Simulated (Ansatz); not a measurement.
# SnBr3F: small, medium and large basis sets

Aim: see how fast density functionals converge with the basis set for SnBr3F.

Program: Ansatz 0.2.0, Gaussian basis. Level of theory: one geometry, several basis sets. These are calculated values, not measurements.

Plan: PBE0-D4/def2-SVP; ωB97M-V/def2-SVP; PBE0-D4/def2-QZVPP; ωB97M-V/def2-QZVPP; the functionals' def2-TZVPP values are taken from earlier runs.

### Step 1. Structure used throughout

The geometry comes from an earlier relaxation with PBE0-D4 in a triple-zeta def2 set; it is a stationary point. Sn takes the def2 core potential; no spin-orbit term is included.

SMILES `[F][Sn]([Br])([Br])[Br]`, 5 atoms, charge 0, spin multiplicity 1.

Atoms are counted from 1 here; the program's logs count them from 0.

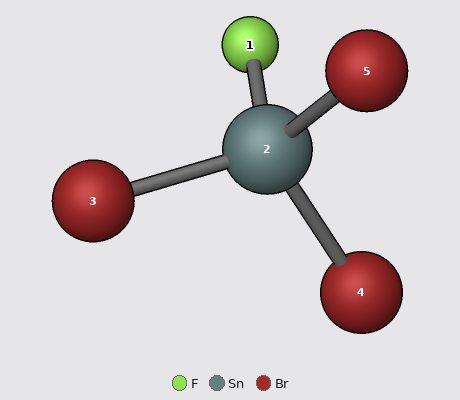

The structure; fluorine green, tin teal, bromine red; atoms are numbered from 1 in the order of the file.

### Step 2. PBE0-D4 in def2-SVP

The input, in.yaml:

```yaml
crystal:
  periodic: [false, false, false]
  atoms:
    - {symbol: F, position_ang: [-0.559761, -0.108147, 1.842921]}
    - {symbol: Sn, position_ang: [-0.002120, -0.016734, 0.031014]}
    - {symbol: Br, position_ang: [1.968856, -1.429808, -0.168236]}
    - {symbol: Br, position_ang: [-1.855155, -0.838311, -1.315316]}
    - {symbol: Br, position_ang: [0.497981, 2.319300, -0.431784]}
basis:
  gaussian: {orbitals: def2-SVP}
hamiltonian: {xc: pbe0, dispersion: d4}
output: {orbitals: {seedname: orbitals}}
```

Launch:

```bash
> ansatz run in.yaml --threads 4 --pin off --events-out ev --progress --plain --max-ram 11315MiB
```

What it wrote:

```text
Functional definition: PBE0
  name "PBE0"
  cite "Adamo & Barone, J. Chem. Phys. 110, 6158 (1999) doi:10.1063/1.478522"
  cite "Perdew, Burke & Ernzerhof, Phys. Rev. Lett. 77, 3865 (1996) doi:10.1103/PhysRevLett.77.3865"
  parent pbe
  parameter a = 0.25
  parameter kappa = 0.804
  parameter beta = 0.06672455060314922
  exchange = (1 - a)*pbe_x(kappa = kappa, mu = beta*pi^2/3) + a*exact_x
  correlation = pbe_c(beta = beta)
1377 factors; integrals over basis functions are off by at most 2.4e-4 eV
mean field evaluation 1: about -218634.8157 eV, gradient 3.7e1 eV
mean field evaluation 2: about -218627.2077 eV, gradient 7.7e1 eV
mean field evaluation 4: about -218637.3147 eV, gradient 3.9e0 eV
mean field evaluation 8: about -218637.3956 eV, gradient 1.2e-1 eV
mean field evaluation 16: about -218637.3956 eV, gradient 3.1e-5 eV
mean field -218637.39563799 eV, -8034.7760919467 hartree, gradient 3.1e-5 eV, S^2 0.000000; 0 other end points of the search recorded, 0 dependent functions left out
reference -218637.39566589 eV, -8034.7760929719 hartree; 68, 68 occupied and 68, 68 virtual orbitals, 1377 factors
Total energy: -218637.60252755 eV, -8034.7836949977 hartree
```

It took 2.6 s on 4 threads of Arm Neoverse V1, shared host.

### Step 3. ωB97M-V in def2-SVP

in.yaml: that of step 2 with these lines changed.

```diff
@@ -10,3 +10,3 @@
   gaussian: {orbitals: def2-SVP}
-hamiltonian: {xc: pbe0, dispersion: d4}
+hamiltonian: {xc: {name: wB97M-V}}
 output: {orbitals: {seedname: orbitals}}
```

Launched as before.

What it wrote, cut to the lines that bear on the results:

```text
Functional definition: wB97M-V
  name "wB97M-V"
  cite "Mardirossian & Head-Gordon, J. Chem. Phys. 144, 214110 (2016) doi:10.1063/1.4952647"
  cite "Becke, J. Chem. Phys. 107, 8554 (1997) doi:10.1063/1.475007"
  cite "Vydrov & Van Voorhis, J. Chem. Phys. 133, 244103 (2010) doi:10.1063/1.3521275"
  # Of w^i u^j: cxij and so on, Table III.
[...]
  gx(w, u) = 1 - cx + cx01*u + cx10*w
  gss(w, u) = css00 + css04*u^4 + css10*w + css20*w^2 + css43*w^4*u^3
  gos(w, u) = cos00 + cos10*w + (cos20 + cos21*u)*w^2 + (cos60 + cos61*u)*w^6
[...]
      + integral(e_c_pw_mod_opposite_spin*gos(b97_w_opposite, b97_u_opposite)) + vv10(b, c)
1377 factors; integrals over basis functions are off by at most 2.4e-4 eV
249 factors; integrals over basis functions are off by at most 5.8e-6 eV
[...]
mean field -218650.67036317 eV, -8035.2639290991 hartree, gradient 2.1e-5 eV, S^2 0.000000; 0 other end points of the search recorded, 0 dependent functions left out
reference -218650.67040494 eV, -8035.2639306340 hartree; 68, 68 occupied and 68, 68 virtual orbitals, 1377 factors
Total energy: -218650.67040494 eV, -8035.2639306340 hartree
```

Wall time 9 s (4 threads of Arm Neoverse V1, shared host); peak memory 0.6 GiB.

### Step 4. PBE0-D4 in def2-QZVPP

in.yaml: that of step 3 with these lines changed.

```diff
@@ -9,4 +9,4 @@
 basis:
-  gaussian: {orbitals: def2-SVP}
-hamiltonian: {xc: {name: wB97M-V}}
+  gaussian: {orbitals: "def2-QZVPP.json"}
+hamiltonian: {xc: pbe0, dispersion: d4}
 output: {orbitals: {seedname: orbitals}}
```

Launched as before.

What it wrote:

```text
Functional definition: PBE0
  name "PBE0"
  cite "Adamo & Barone, J. Chem. Phys. 110, 6158 (1999) doi:10.1063/1.478522"
  cite "Perdew, Burke & Ernzerhof, Phys. Rev. Lett. 77, 3865 (1996) doi:10.1103/PhysRevLett.77.3865"
  parent pbe
  parameter a = 0.25
  parameter kappa = 0.804
  parameter beta = 0.06672455060314922
  exchange = (1 - a)*pbe_x(kappa = kappa, mu = beta*pi^2/3) + a*exact_x
  correlation = pbe_c(beta = beta)
2297 factors; their error is unknown
mean field evaluation 1: about -218668.1224 eV, gradient 4.1e1 eV
mean field evaluation 2: about -218659.2830 eV, gradient 8.7e1 eV
mean field evaluation 4: about -218670.7079 eV, gradient 4.1e0 eV
mean field evaluation 8: about -218671.3439 eV, gradient 4.9e-1 eV
mean field evaluation 16: about -218671.3440 eV, gradient 7.7e-5 eV
mean field -218671.34395445 eV, -8036.0236695657 hartree, gradient 7.7e-5 eV, S^2 0.000000; 0 other end points of the search recorded, 0 dependent functions left out
reference -218671.34398645 eV, -8036.0236707416 hartree; 68, 68 occupied and 338, 338 virtual orbitals, 2297 factors
Total energy: -218671.55084811 eV, -8036.0312727673 hartree
```

Run time: 16 s. Hardware: 4 threads of Arm Neoverse V1, shared host; peak memory 2.6 GiB.

### Step 5. ωB97M-V in def2-QZVPP

in.yaml: that of step 4 with these lines changed.

```diff
@@ -10,3 +10,3 @@
   gaussian: {orbitals: "def2-QZVPP.json"}
-hamiltonian: {xc: pbe0, dispersion: d4}
+hamiltonian: {xc: {name: wB97M-V}}
 output: {orbitals: {seedname: orbitals}}
```

The command is unchanged.

What it wrote, cut to the lines that bear on the results:

```text
Functional definition: wB97M-V
  name "wB97M-V"
  cite "Mardirossian & Head-Gordon, J. Chem. Phys. 144, 214110 (2016) doi:10.1063/1.4952647"
  cite "Becke, J. Chem. Phys. 107, 8554 (1997) doi:10.1063/1.475007"
  cite "Vydrov & Van Voorhis, J. Chem. Phys. 133, 244103 (2010) doi:10.1063/1.3521275"
  # Of w^i u^j: cxij and so on, Table III.
[...]
  gx(w, u) = 1 - cx + cx01*u + cx10*w
  gss(w, u) = css00 + css04*u^4 + css10*w + css20*w^2 + css43*w^4*u^3
  gos(w, u) = cos00 + cos10*w + (cos20 + cos21*u)*w^2 + (cos60 + cos61*u)*w^6
[...]
      + integral(e_c_pw_mod_opposite_spin*gos(b97_w_opposite, b97_u_opposite)) + vv10(b, c)
2187 factors; their error is unknown
255 factors; integrals over basis functions are off by at most 5.6e-5 eV
[...]
mean field -218684.37167114 eV, -8036.5024293234 hartree, gradient 3.1e-5 eV, S^2 0.000000; 0 other end points of the search recorded, 0 dependent functions left out
reference -218684.37172329 eV, -8036.5024312400 hartree; 68, 68 occupied and 338, 338 virtual orbitals, 2187 factors
Total energy: -218684.37172329 eV, -8036.5024312400 hartree
```

Run time: 34 s. Hardware: 4 threads of Arm Neoverse V1, shared host; peak memory 2.9 GiB.

### Step 6. Density functionals: the series

The def2-TZVPP values come from earlier runs at the same geometry.

```csv
functional,basis,functions,energy (eV),from the largest (eV),HOMO (eV),LUMO (eV)
PBE0-D4,def2-SVP,136,-218637.6025,33.948,-9.02,-3.33
PBE0-D4,def2-TZVPP,225,-218667.0142,4.537,-9.12,-3.40
PBE0-D4,def2-QZVPP,406,-218671.5508,0.000,-9.12,-3.39
ωB97M-V,def2-SVP,136,-218650.6704,33.701,-11.20,-1.29
ωB97M-V,def2-TZVPP,225,-218680.0054,4.366,-11.33,-1.43
ωB97M-V,def2-QZVPP,406,-218684.3717,0.000,-11.34,-1.46
```

### Step 7. What came out

| quantity | value |
| --- | --- |
| PBE0-D4: double and triple zeta above quadruple | 33.95, 4.54 eV |
| ωB97M-V: double and triple zeta above quadruple | 33.70, 4.37 eV |

PBE0-D4 gains 29.41 eV from double to triple zeta, then 4.54 eV more. These are total energies; as a rule much of such shifts cancels in differences, which this series doesn't test.

For PBE0-D4 the largest set took about 6 times as long as the smallest (16 s against 2.6 s).
